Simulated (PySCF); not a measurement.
## A study: C2H3N2O, doublet, SMILES `[N]=CC(N)=O`

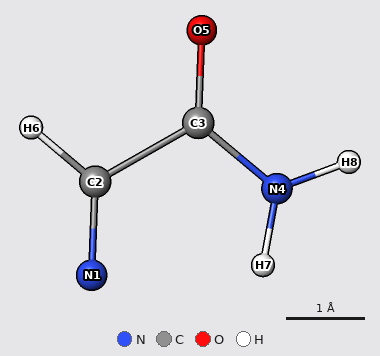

The molecule, with its atoms numbered as below. No frequency check shows the geometry to be a minimum.

Geometry (Å), atoms numbered from 1:

```
N1       1.8930    0.1212    0.0000
C2       0.9406   -0.6320    0.0000
C3      -0.5233   -0.1035    0.0000
N4      -0.5524    1.2308    0.0000
O5      -1.4668   -0.8481    0.0000
H6       0.9577   -1.7231    0.0000
H7       0.3216    1.7364    0.0000
H8      -1.4331    1.7199    0.0000
```

## 1. Bonding charge

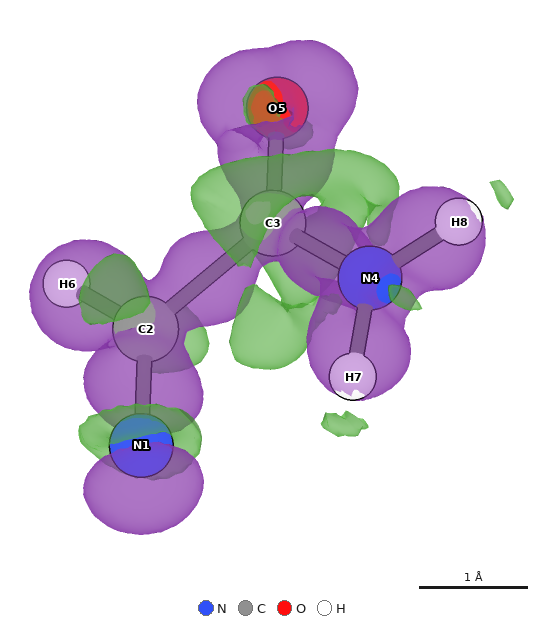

Deformation density (molecule less spherical, spin-averaged free atoms at the same positions), surfaces at ±0.1 e/Å³; purple: gain, green: loss.

Method: B3LYP/def2-TZVP; geometry: GFN2-xTB; program: PySCF. The stability of the open-shell solution wasn't checked. GFN2-xTB doesn't know the spin state, so this open-shell geometry is rough.

Q: How much density has each bond gained at its critical point, relative to the free atoms?

A: N1–C2: +0.91 e/Å³ at the bond critical point (bond length 1.21 Å, Mayer order 2.1). N4–H8: +0.84 e/Å³ at the bond critical point (bond length 1.01 Å, Mayer order 0.9). N4–H7: +0.83 e/Å³ at the bond critical point (bond length 1.01 Å, Mayer order 0.9). C2–H6: +0.74 e/Å³ at the bond critical point (bond length 1.09 Å, Mayer order 0.9). C3–O5: +0.72 e/Å³ at the bond critical point (bond length 1.20 Å, Mayer order 2.1). C3–N4: +0.54 e/Å³ at the bond critical point (bond length 1.33 Å, Mayer order 1.3). C2–C3: +0.47 e/Å³ at the bond critical point (bond length 1.56 Å, Mayer order 0.9). In all, 1.9 electrons gather in the regions of gain relative to the promolecule.

## 2. Bond critical points

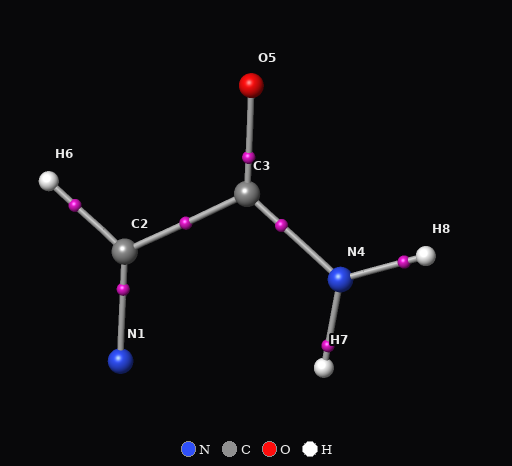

Molecular graph of the electron density (QTAIM): bond paths, bond critical points (magenta), ring points (cyan, if any); weak paths are dashed.

Q: How many critical points of each kind are there, and does the count close?

A: 8 nuclei, 7 bond, 0 ring and 0 cage critical points: 8 − 7 + 0 − 0 = 1, as the Poincaré–Hopf relation requires.

Q: Tabulate density, Laplacian, ellipticity and energy density at the bond critical points (atomic units).

A:
| bond | length (Å) | ρ (a.u.) | ∇²ρ (a.u.) | ε | H (a.u.) |
| --- | --- | --- | --- | --- | --- |
| N1–C2 | 1.214 | 0.452 | −0.86 | 0.18 | −0.867 |
| C3–O5 | 1.202 | 0.435 | −0.24 | 0.09 | −0.801 |
| C3–N4 | 1.335 | 0.348 | −1.20 | 0.16 | −0.546 |
| N4–H8 | 1.007 | 0.341 | −1.82 | 0.04 | −0.505 |
| N4–H7 | 1.010 | 0.339 | −1.82 | 0.04 | −0.507 |
| C2–H6 | 1.091 | 0.280 | −1.00 | 0.01 | −0.283 |
| C2–C3 | 1.556 | 0.235 | −0.56 | 0.07 | −0.195 |

Q: What kind of interaction is N4–H8?

A: Shared-shell (covalent): ρ = 0.341, ∇²ρ = −1.82, H = −0.505 a.u.

## 3. Local ionisation energy

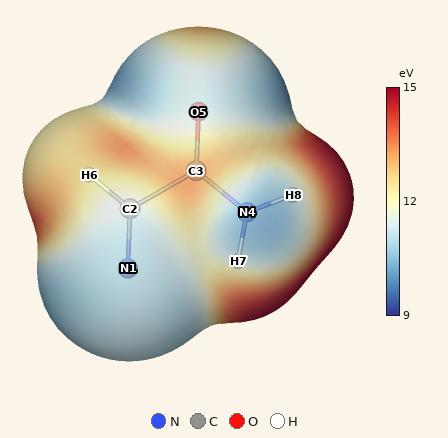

Average local ionisation energy on the surface of electron density 0.001 a.u.

Q: Where are the most loosely bound electrons on this surface?

A: The lowest value is 9.8 eV, 1.9 Å from O5. Further minima include 10.0 eV, off the molecular plane, over N4 (2.0 Å), and at like points elsewhere; 10.3 eV, 1.9 Å from N1; 10.7 eV, about equally far (1.9 Å) from N1 and H7. For comparison, the highest occupied orbital lies at −7.2 eV.

Q: What volume does the surface enclose, and what is the dipole moment?

A: About 88 Å³; the dipole moment is 1.8 D.

## 4. Spin density

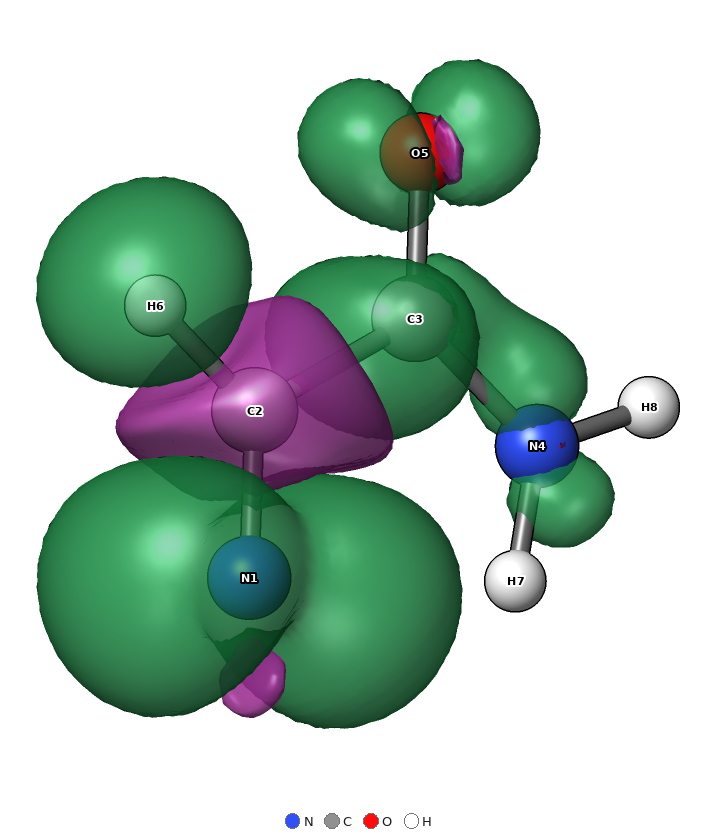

Spin density ρα − ρβ at ±0.01 e/Å³ (green: excess α, purple: excess β).

Q: Where is the unpaired spin?

A: Hirshfeld spin populations: N1 +0.73, C3 +0.08, H6 +0.07 and O5 +0.05. ⟨S²⟩ = 0.76, against 0.75 for a pure state. The picture also shows regions of β spin from spin polarisation; the Hirshfeld sums, whose atoms overlap, net them against the α spin of neighbours.

## 5. In an electric field

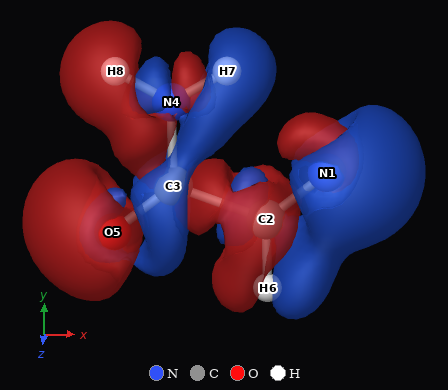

Change of the electron density in a uniform field of 0.21 V/Å, surfaces at ±0.001 e/Å³ (blue: gain, red: loss).

Method: HF/aug-cc-pVDZ; geometry: GFN2-xTB; program: PySCF. The stability of the open-shell solution wasn't checked. GFN2-xTB doesn't know the spin state, so this open-shell geometry is rough.

The field was applied in both directions; the picture shows the one opposite to the script's first.

Q: Along which Cartesian direction does the field point?

A: Along −x: electrons gather on the +x side, against the field.

Q: What dipole is induced, and what polarisability does it imply?

A: The induced dipole is 0.48 D (along the field); α along this axis, from the fields in both directions, is 47 bohr³ (6.9 Å³).

## 6. Removing or adding an electron

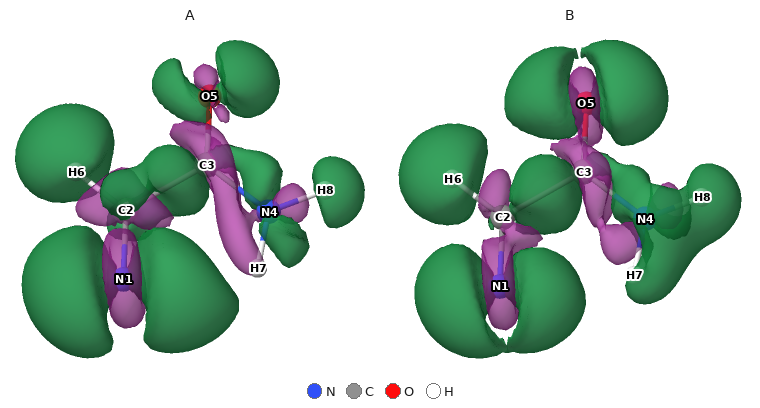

The two Fukui functions at ±0.015 e/Å³ (green positive, purple negative).

Computed with PySCF, LDA (SVWN)/def2-SVPD, geometry: GFN2-xTB. GFN2-xTB doesn't know the spin state, so this open-shell geometry is rough.

Q: Which panel is f⁻ (electron removed) and which f⁺ (electron added)?

A: A is f⁺, B is f⁻. f⁻ (Hirshfeld-condensed) is largest on N1 (0.28) and O5 (0.22); the vertical ionisation energy is 9.49 eV (to the singlet cation, which needn't be its lowest state). f⁺ (Hirshfeld-condensed) is largest on N1 (0.34); the vertical electron affinity is 1.37 eV (to the singlet anion, which needn't be its lowest state; the anion's highest orbital has positive energy, so this value and f⁺ depend on the basis).

The PySCF runs shown took 47 s, 11 s and 43 s on 1 thread of Arm Neoverse V1, on a shared host.
